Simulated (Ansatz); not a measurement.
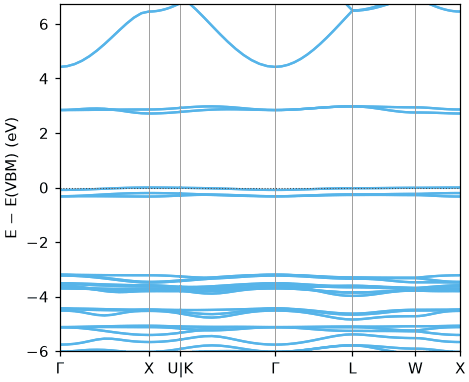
Band structure from r²SCAN with spin–orbit coupling in the plane-wave PAW code Ansatz

Question: Read off the gap and where the band edges lie.

Answer: About 2.7 eV (2.72 eV by a search for the band edges); maximum at X, minimum at X.

The material is KRb2RhF6 in space group Fm-3m (No. 225; K on 4b, Rb on 8c, Rh on 4a, F on 24e).

The workflow started from a Materials Project entry (that database holds measured and hypothetical structures alike); the Crystallography Open Database files this formula in space group No. 225, but the cells were not matched. Whether it is the stable phase at ambient conditions was not checked. The r²SCAN relaxation kept the symmetry of its start; whether a distortion lowers the energy is not shown. No spin polarisation was allowed.

Potentials: the later of the program's two PAW sets.
